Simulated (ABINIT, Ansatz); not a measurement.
# Ba2CaMoO6 (Fm-3m): G0W0 on several meshes in ABINIT

How does the mesh move the gap of Ba2CaMoO6 (Fm-3m)?

Program: ABINIT 10.8.3. Level of theory: LDA and many-body steps on it, plane waves. Results are calculated unless marked as measured.

### 1. Starting point

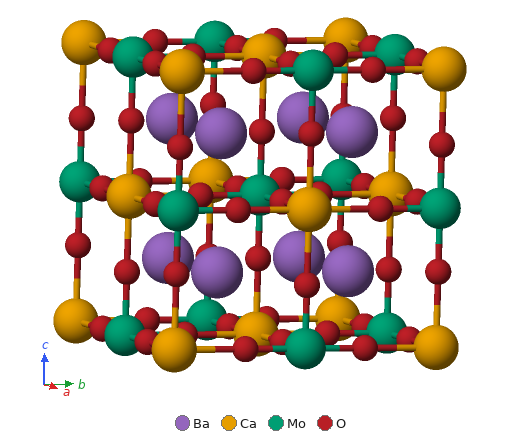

The cell as given, slightly off an axis (barium purple, calcium orange, molybdenum teal, oxygen red). This picture shows the conventional cell, with its axes. Some periodic images of atoms are drawn too.

The cell and positions come from the Crystallography Open Database and are kept as given unless a step says otherwise. Spin-orbit coupling is left out unless a step names it.

### 2. Empty states on the mesh, 2×2×2 mesh, 525 bands

This step: ABINIT 10.8.3; DFT, LDA, plane waves, norm-conserving pseudopotentials.

The sums over transitions need many empty states on a uniform mesh; this step solves for them.

run.abi

```
acell 3*1.0 Angstrom
rprim 
  -0.000000000000 4.190056500000 4.190056500000
  4.190056500000 -0.000000000000 4.190056500000
  4.190056500000 4.190056500000 -0.000000000000
ntypat 4
znucl 56 20 42 8
natom 10
typat 1 1 2 3 4 4 4 4 4 4
xred 
  0.250000000000 0.250000000000 0.250000000000
  0.750000000000 0.750000000000 0.750000000000
  0.000000000000 0.000000000000 0.000000000000
  0.500000000000 0.500000000000 0.500000000000
  0.728140000000 0.271860000000 0.271860000000
  0.271860000000 0.728140000000 0.271860000000
  0.271860000000 0.728140000000 0.728140000000
  0.728140000000 0.271860000000 0.728140000000
  0.271860000000 0.271860000000 0.728140000000
  0.728140000000 0.728140000000 0.271860000000
pp_dirpath "pseudos"
pseudos "Ba.upf, Ca.upf, Mo.upf, O.upf"
ecut 36
ngkpt 2 2 2
nshiftk 1
shiftk 0 0 0
kptopt 1
chksymbreak 0
iscf -2
irdden 1
istwfk *1
nband 525
nbdbuf 46
tolwfr 1e-09
nstep 60
prtvol 0
indata_prefix "in"
outdata_prefix "out"
tmpdata_prefix "tmp"
```

On the command line:

```sh
> OMP_NUM_THREADS=1 mpirun -n 3 abinit run.abi > log
```

Numbers of over 12 decimals in the logs are rounded to 6 here.

Output:

```text
.Version 10.8.3 of ABINIT. v10.8.2 released Aug 2026.

 Symmetries : space group Fm -3 m (#225); Bravais cF (face-center cubic)
[... echo of the input left out ...]
== DATASET  1 ==================================================================
-   mpi_nproc: 3, omp_nthreads: 1 (-1 if OMP is not activated)

--- !DatasetInfo
iteration_state: {dtset: 1, }
dimensions: {natom: 10, nkpt: 3, mband: 525, nsppol: 1, nspinor: 1, nspden: 1, mpw: 10272, }
cutoff_energies: {ecut:  36.0, pawecutdg:  -1.0, }
[...]
4.35850    4.36774    4.38425    4.38425    4.38425    4.38453    4.38453    4.38453
   4.39440    4.39440    4.41826    4.44276    4.44282    4.44319    4.47155    4.47301
   4.48604    4.48795    4.48987    4.49084    4.49359
 prteigrs : prtvol=0 or 1, do not print more k-points.

== END DATASET(S) ==============================================================
================================================================================

 -outvars: echo values of variables after computation  --------
            nband         525
             nkpt           3
          spgroup         225
 [... the other variables as echoed above ...]

 Calculation completed.
```

The job ended after 8.7 min (3 MPI ranks of Arm Neoverse V1, shared host; peak memory 0.6 GiB).

Numbers from this step:

| Quantity | Value |
| --- | --- |
| gap | 2.125 eV |
| k of the valence top | 0, 0, 0 |
| k of the conduction bottom | 0.5, 0.5, 0 |
| least direct gap | 2.190 eV |
| k points computed | 3 |
| lowest point of the top converged band, above the valence top | 109.1068 eV |

On this mesh the gap is 2.125 eV.

The density comes from a self-consistent run that is not shown.

### 3. Screening, 2×2×2 mesh, 219 bands, screening to 141.5 eV

The RPA dielectric matrix is built and inverted for each q.

This step: RPA screening on LDA, plane waves, norm-conserving pseudopotentials.

Changes to run.abi since step 2:

```diff
@@ -28,10 +28,11 @@
 chksymbreak 0
-iscf -2
-irdden 1
 istwfk *1
-nband 525
-nbdbuf 46
-tolwfr 1e-09
-nstep 60
-prtvol 0
+occopt 1
+irdwfk 1
+optdriver 3
+nband 219
+ecuteps 5.2
+inclvkb 2
+awtr 1
+symchi 1
 indata_prefix "in"
```

On the command line:

```sh
> OMP_NUM_THREADS=1 mpirun -n 4 abinit run.abi > log
```

Output:

```text
.Version 10.8.3 of ABINIT. v10.8.2 released Aug 2026.

 Symmetries : space group Fm -3 m (#225); Bravais cF (face-center cubic)
[... echo of the input left out ...]
== DATASET  1 ==================================================================
-   mpi_nproc: 4, omp_nthreads: 1 (-1 if OMP is not activated)

--- !DatasetInfo
iteration_state: {dtset: 1, }
dimensions: {natom: 10, nkpt: 3, mband: 219, nsppol: 1, nspinor: 1, nspden: 1, mpw: 10272, }
cutoff_energies: {ecut:  36.0, pawecutdg:  -1.0, }
electrons: {nelect:   8.00000000E+01, charge:   0.00000000E+00, occopt:   1.00000000E+00, tsmear:   1.00000000E-02, }

 SCREENING: Calculation of the susceptibility and dielectric matrices

 Based on a program developped by R.W. Godby, V. Olevano, G. Onida, and L. Reining.
 Incorporated in ABINIT by V. Olevano, G.-M. Rignanese, and M. Torrent.
.Using double precision arithmetic ; gwpc =  8

[... cell and pseudopotentials left out ...]
--------------------------------------------------------------------------------

 ==== K-mesh for the wavefunctions ====
 Number of points in the irreducible wedge :     3
[... list of points left out ...]
 Together with 48 symmetry operations and time-reversal symmetry
 yields     8 points in the full Brillouin Zone.

 ==== Q-mesh for the screening function ====
 Number of points in the irreducible wedge :     3
[... list of points left out ...]
 Together with 48 symmetry operations and time-reversal symmetry
 yields     8 points in the full Brillouin Zone.

 setmesh: FFT mesh size selected  =    45x   45x   45
          total number of points  =        91125

 vcoul_init : cutoff-mode = AUXILIARY_FUNCTION
 q-points for optical limit:   1
     1)      0.000010    0.000020    0.000030

- screening: taking advantage of time-reversal symmetry
- Maximum band index for partially occupied states nbvw = 40
- Remaining bands to be divided among processors   nbcw = 179
- Number of bands treated by each node ~44

 Number of electrons calculated from density =   80.0000; Expected =   80.0000
 average of density, n =  0.080576
 r_s =    1.4363
 omega_plasma =   27.3815 [eV]

 calculating chi0 at frequencies [eV] :
  1    0.000000E+00    0.000000E+00
  2    0.000000E+00    2.738152E+01

--------------------------------------------------------------------------------
  q-point number  1        q = ( 0.000000, 0.000000, 0.000000) [r.l.u.]
--------------------------------------------------------------------------------
[... chi0 elements left out ...]
 For q-point:  0.000010 0.000020 0.000030
  dielectric constant =   5.2802
  dielectric constant without local fields =   6.4579

  Average fulfillment of the sum rule on Im[epsilon] for q-point    1 :     64.74  [%]
[... wings left out ...]
  q-point number  2        q = ( 0.500000, 0.000000, 0.000000) [r.l.u.]
--------------------------------------------------------------------------------
[... chi0 elements left out ...]
  Average fulfillment of the sum rule on Im[epsilon] for q-point    2 :     69.86  [%]

 [... 1 further q-points ...]
```

Wall time 1.8 min (4 MPI ranks); peak memory 2.5 GiB; 7.2 min of CPU time.

Numbers from this step:

```yaml
eps_infinity_with_local_fields_on_this_mesh_along_the_program_s_q_direction: 5.280
the_same_without_local_fields: 6.458
plasma_frequency: 27.38 eV
plane_waves_in_the_screening_matrix: 537
```

Local fields lower ε∞ by 18 %. On a Γ-centred mesh this coarse the value itself is usually too large, while a short band sum pulls it down.

### 4. 2×2×2

The self-energy is evaluated for the states that the input lists, and the levels follow from it, in one-shot runs by the linearised quasiparticle equation.

This step: G0W0 on LDA, plane waves, norm-conserving pseudopotentials.

Changes to run.abi since step 3:

```diff
@@ -31,8 +31,17 @@
 irdwfk 1
-optdriver 3
+optdriver 4
 nband 219
+gwcalctyp 0
+ecutsigx 36
+symsigma 1
+nkptgw 2
+kptgw 
+  0.0000000000 0.0000000000 0.0000000000
+  0.5000000000 0.5000000000 0.0000000000
+bdgw 
+  38 43
+  38 43
 ecuteps 5.2
-inclvkb 2
-awtr 1
-symchi 1
+irdscr 1
+ppmodel 1
 indata_prefix "in"
```

Output:

```text
.Version 10.8.3 of ABINIT. v10.8.2 released Aug 2026.

 Symmetries : space group Fm -3 m (#225); Bravais cF (face-center cubic)
[... echo of the input left out ...]
== DATASET  1 ==================================================================
-   mpi_nproc: 4, omp_nthreads: 1 (-1 if OMP is not activated)

--- !DatasetInfo
iteration_state: {dtset: 1, }
dimensions: {natom: 10, nkpt: 3, mband: 219, nsppol: 1, nspinor: 1, nspden: 1, mpw: 10272, }
cutoff_energies: {ecut:  36.0, pawecutdg:  -1.0, }
electrons: {nelect:   8.00000000E+01, charge:   0.00000000E+00, occopt:   1.00000000E+00, tsmear:   1.00000000E-02, }

 SIGMA: Calculation of the GW corrections

 Based on a program developped by R.W. Godby, V. Olevano, G. Onida, and L. Reining.
 Incorporated in ABINIT by V. Olevano, G.-M. Rignanese, and M. Torrent.
.Using double precision arithmetic ; gwpc =  8

[... cell and pseudopotentials left out ...]
--------------------------------------------------------------------------------

 ==== K-mesh for the wavefunctions ====
 Number of points in the irreducible wedge :     3
[... list of points left out ...]
 Together with 48 symmetry operations and time-reversal symmetry
 yields     8 points in the full Brillouin Zone.

 ==== Q-mesh for screening function ====
 Number of points in the irreducible wedge :     3
[... list of points left out ...]
 Together with 48 symmetry operations and time-reversal symmetry
 yields     8 points in the full Brillouin Zone.

 vcoul_init : cutoff-mode = AUXILIARY_FUNCTION
 q-points for optical limit:   1
     1)      0.000010    0.000020    0.000030
 setmesh: FFT mesh size selected  =    64x   64x   64
          total number of points  =       262144

 Number of electrons calculated from density =   80.0000; Expected =   80.0000
 average of density, n =  0.080576
 r_s =    1.4363
 omega_plasma =   27.3815 [eV]

 === KS Band Gaps ===
  >>>> For spin  1
   Minimum direct gap =   2.1900 [eV], located at k-point      :   0.5000  0.5000  0.0000
   Fundamental gap    =   2.1254 [eV], Top of valence bands at :   0.0000  0.0000  0.0000
                                       Bottom of conduction at :   0.5000  0.5000  0.0000
 SIGMA fundamental parameters:
 PLASMON POLE MODEL  1
 number of plane-waves for SigmaX                10177
 number of plane-waves for SigmaC and W            537
 number of plane-waves for wavefunctions         10177
 number of bands                                   219
 number of independent spin polarizations            1
 number of spinorial components                      1
 number of k-points in IBZ                           3
 number of q-points in IBZ                           3
 number of symmetry operations                      48
 number of k-points in BZ                            8
 number of q-points in BZ                            8
 number of frequencies for dSigma/dE                 9
 frequency step for dSigma/dE [eV]                0.25
 number of omega for Sigma on real axis              0
 max omega for Sigma on real axis  [eV]           0.00
 zcut for avoiding poles [eV]                     0.10

 EPSILON^-1 parameters (SCR file):
 dimension of the eps^-1 matrix on file            537
 dimension of the eps^-1 matrix used               537
 number of plane-waves for wavefunctions         10177
 number of bands                                   219
 number of q-points in IBZ                           3
 number of frequencies                               2
 number of real frequencies                          1
 number of imag frequencies                          1

 matrix elements of self-energy operator (all in [eV])

 Perturbative Calculation

--- !SelfEnergy_ee
iteration_state: {dtset: 1, }
kpoint     : [   0.000,    0.000,    0.000, ]
spin       : 1
KS_gap     :    2.520
QP_gap     :    4.128
Delta_QP_KS:    1.608
data: !SigmaeeData |
     Band     E0 <VxcDFT>   SigX SigC(E0)      Z dSigC/dE  Sig(E)    E-E0       E
       38   5.663 -19.542 -24.189   4.748   0.769  -0.300 -19.464   0.078   5.741
       39   5.663 -19.542 -24.189   4.748   0.769  -0.300 -19.464   0.078   5.741
       40   5.663 -19.542 -24.189   4.748   0.769  -0.300 -19.464   0.078   5.741
       41   8.183 -17.434 -12.160  -3.191   0.809  -0.236 -15.749   1.686   9.868
       42   8.183 -17.434 -12.160  -3.191   0.809  -0.236 -15.749   1.686   9.868
       43   8.183 -17.434 -12.160  -3.191   0.809  -0.236 -15.749   1.686   9.868

--- !SelfEnergy_ee
iteration_state: {dtset: 1, }
kpoint     : [   0.500,    0.500,    0.000, ]
spin       : 1
KS_gap     :    2.190
QP_gap     :    3.779
Delta_QP_KS:    1.589
data: !SigmaeeData |
     Band     E0 <VxcDFT>   SigX SigC(E0)      Z dSigC/dE  Sig(E)    E-E0       E
[...]
41   7.788 -16.723 -11.112  -3.572   0.814  -0.229 -15.063   1.660   9.448
       42   8.987 -19.494 -13.929  -3.270   0.801  -0.248 -17.655   1.839  10.826
       43   8.987 -19.494 -13.929  -3.270   0.801  -0.248 -17.655   1.839  10.826

== END DATASET(S) ==============================================================
================================================================================

 -outvars: echo values of variables after computation  --------
           etotal      0.0000000000E+00
            nband         219
             nkpt           3
          spgroup         225
 [... the other variables as echoed above ...]

 Calculation completed.
```

Elapsed: 39 s, on 4 MPI ranks; peak memory 1.9 GiB.

Numbers from this step:

```
G0W0 gap on the points computed              : 3.707 eV
starting gap on the mesh                     : 2.125 eV
k of the valence top                         : 0, 0, 0
k of the conduction bottom                   : 0.5, 0.5, 0
Z at the valence top                         : 0.769
Z at the conduction bottom                   : 0.814
least direct G0W0 gap on the computed points : 3.779 eV
```

The gap on the mesh goes from 2.13 eV to 3.71 eV, a correction of +1.58 eV.

### 5. Empty states on the mesh, 4×4×4 mesh, 239 bands

This step: DFT, LDA, plane waves, norm-conserving pseudopotentials.

Changes to run.abi since step 4:

```diff
@@ -23,3 +23,3 @@
 ecut 36
-ngkpt 2 2 2
+ngkpt 4 4 4
 nshiftk 1
@@ -28,20 +28,10 @@
 chksymbreak 0
+iscf -2
+irdden 1
 istwfk *1
-occopt 1
-irdwfk 1
-optdriver 4
-nband 219
-gwcalctyp 0
-ecutsigx 36
-symsigma 1
-nkptgw 2
-kptgw 
-  0.0000000000 0.0000000000 0.0000000000
-  0.5000000000 0.5000000000 0.0000000000
-bdgw 
-  38 43
-  38 43
-ecuteps 5.2
-irdscr 1
-ppmodel 1
+nband 239
+nbdbuf 20
+tolwfr 1e-09
+nstep 60
+prtvol 0
 indata_prefix "in"
```

Output:

```text
.Version 10.8.3 of ABINIT. v10.8.2 released Aug 2026.

 Symmetries : space group Fm -3 m (#225); Bravais cF (face-center cubic)
[... echo of the input left out ...]
== DATASET  1 ==================================================================
-   mpi_nproc: 4, omp_nthreads: 1 (-1 if OMP is not activated)

--- !DatasetInfo
iteration_state: {dtset: 1, }
dimensions: {natom: 10, nkpt: 8, mband: 239, nsppol: 1, nspinor: 1, nspden: 1, mpw: 10284, }
cutoff_energies: {ecut:  36.0, pawecutdg:  -1.0, }
[...]
2.31166    2.31183    2.33424    2.33424    2.33424    2.34832    2.34832    2.34832
   2.35134    2.35134    2.35134    2.42285    2.47716    2.47717    2.47776    2.49378
   2.49379    2.49452    2.50627    2.50695    2.50792    2.50818    2.51715
 prteigrs : prtvol=0 or 1, do not print more k-points.

== END DATASET(S) ==============================================================
================================================================================

 -outvars: echo values of variables after computation  --------
            nband         239
             nkpt           8
          spgroup         225
 [... the other variables as echoed above ...]

 Calculation completed.
```

It took 4.5 min on 4 MPI ranks; peak memory 0.72 GiB.

Numbers from this step:

```
gap                                                           : 2.125 eV
k of the valence top                                          : 0, 0, 0
k of the conduction bottom                                    : 0.5, 0.5, 0
least direct gap                                              : 2.190 eV
k points computed                                             : 8
lowest point of the top converged band, above the valence top : 56.5736 eV
```

On this mesh the gap is 2.125 eV.

### 6. Screening, 4×4×4 mesh, 219 bands, screening to 141.5 eV

This step: RPA screening on LDA, plane waves, norm-conserving pseudopotentials.

Changes to run.abi since step 5:

```diff
@@ -28,10 +28,11 @@
 chksymbreak 0
-iscf -2
-irdden 1
 istwfk *1
-nband 239
-nbdbuf 20
-tolwfr 1e-09
-nstep 60
-prtvol 0
+occopt 1
+irdwfk 1
+optdriver 3
+nband 219
+ecuteps 5.2
+inclvkb 2
+awtr 1
+symchi 1
 indata_prefix "in"
```

Output:

```text
.Version 10.8.3 of ABINIT. v10.8.2 released Aug 2026.

 Symmetries : space group Fm -3 m (#225); Bravais cF (face-center cubic)
[... echo of the input left out ...]
== DATASET  1 ==================================================================
-   mpi_nproc: 4, omp_nthreads: 1 (-1 if OMP is not activated)

--- !DatasetInfo
iteration_state: {dtset: 1, }
dimensions: {natom: 10, nkpt: 8, mband: 219, nsppol: 1, nspinor: 1, nspden: 1, mpw: 10284, }
cutoff_energies: {ecut:  36.0, pawecutdg:  -1.0, }
electrons: {nelect:   8.00000000E+01, charge:   0.00000000E+00, occopt:   1.00000000E+00, tsmear:   1.00000000E-02, }

 SCREENING: Calculation of the susceptibility and dielectric matrices

 Based on a program developped by R.W. Godby, V. Olevano, G. Onida, and L. Reining.
 Incorporated in ABINIT by V. Olevano, G.-M. Rignanese, and M. Torrent.
.Using double precision arithmetic ; gwpc =  8

[... cell and pseudopotentials left out ...]
--------------------------------------------------------------------------------

 ==== K-mesh for the wavefunctions ====
 Number of points in the irreducible wedge :     8
[... list of points left out ...]
 Together with 48 symmetry operations and time-reversal symmetry
 yields    64 points in the full Brillouin Zone.

 ==== Q-mesh for the screening function ====
 Number of points in the irreducible wedge :     8
[... list of points left out ...]
 Together with 48 symmetry operations and time-reversal symmetry
 yields    64 points in the full Brillouin Zone.

 setmesh: FFT mesh size selected  =    45x   45x   45
          total number of points  =        91125

 vcoul_init : cutoff-mode = AUXILIARY_FUNCTION
 q-points for optical limit:   1
     1)      0.000010    0.000020    0.000030

- screening: taking advantage of time-reversal symmetry
- Maximum band index for partially occupied states nbvw = 40
- Remaining bands to be divided among processors   nbcw = 179
- Number of bands treated by each node ~44

 Number of electrons calculated from density =   80.0000; Expected =   80.0000
 average of density, n =  0.080576
 r_s =    1.4363
 omega_plasma =   27.3815 [eV]

 calculating chi0 at frequencies [eV] :
  1    0.000000E+00    0.000000E+00
  2    0.000000E+00    2.738152E+01

--------------------------------------------------------------------------------
  q-point number  1        q = ( 0.000000, 0.000000, 0.000000) [r.l.u.]
--------------------------------------------------------------------------------
[... chi0 elements left out ...]
 For q-point:  0.000010 0.000020 0.000030
  dielectric constant =   4.6685
  dielectric constant without local fields =   5.7486

  Average fulfillment of the sum rule on Im[epsilon] for q-point    1 :     64.77  [%]
[... wings left out ...]
  q-point number  2        q = ( 0.250000, 0.000000, 0.000000) [r.l.u.]
--------------------------------------------------------------------------------
[... chi0 elements left out ...]
  Average fulfillment of the sum rule on Im[epsilon] for q-point    2 :     74.10  [%]

 [... 6 further q-points ...]
```

It took 16 min on 4 MPI ranks; peak memory 5.2 GiB; 62 min of CPU time.

This step gave:

| Quantity | Value |
| --- | --- |
| ε∞ with local fields, on this mesh, along the program's q direction | 4.668 |
| the same without local fields | 5.749 |
| plasma frequency | 27.38 eV |
| plane waves in the screening matrix | 537 |

(Continued in part 2 of 2.)

[Paths, hosts, dates, memory and timing lines, banners, echoed tables and standing remarks are left out of the program output.]

[Logs are printed without paths, hosts, clocks, repeated set-up lines and the standing remarks that a program may print on its own settings, such as how far it seeks lower states.]

[Runs of the session that timed out or met a known fault of the program may be left out.]

[Hosts, paths, dates, database ids (printed as entryN), source tags and the programs' standing remarks are cut or masked in the printed files.]

[G0W0 gaps are taken among the corrected bands and points alone; a level outside them can change the order at an edge.]

[Where Ansatz stands beside ABINIT at settings called matched, ABINIT's density can come from a denser mesh and the files from another edition; pairs whose starting gaps differed by over 0.03 eV were left out, so agreement reads better than it is.]
